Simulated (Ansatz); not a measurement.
LiF (rock salt)

```yaml
crystal:
  lattice:
    - [0.00000, 2.00386, 2.00386]
    - [2.00386, 0.00000, 2.00386]
    - [2.00386, 2.00386, 0.00000]
  atoms:
    - { symbol: F, position: [0.00000, 0.00000, 0.00000] }
    - { symbol: Li, position: [0.50000, 0.50000, 0.50000] }
```

In this cell atom 1 (F, nearest neighbour Li at 2.004 Å; its periodic images, 2.8 Å or more away, move with it) is moved by u·(0.707, 0.707, 0.000) + v·(0.000, 0.000, 1.000); the rest is frozen.

Computed with PBEsol (plane waves to 420 eV, PAW, scalar-relativistic; Ansatz, a quantum-chemistry and plane-wave program). k mesh 11×11×11 (Γ-centred), Fermi-Dirac smearing 0.05 eV. E stands for the smeared free energy. LiF was relaxed with its symmetry unable to fall. ΔE is measured from the undisplaced structure. Axes are in Å.

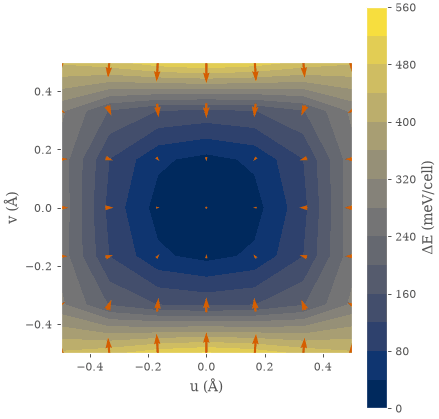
*ΔE (meV/cell) over the plane, with arrows for the in-plane force on the moved atom.*

Highest place on the grid, met at several equal points: u = 0.000 Å, v = -0.500 Å; u = 0.000 Å, v = 0.500 Å (524 meV/cell). Lowest place on the grid: u = 0.000 Å, v = 0.000 Å (0 meV/cell).

(A displaced cell: forces are minus the slopes of the energy, force constants its curvatures, and phonons follow from these.)
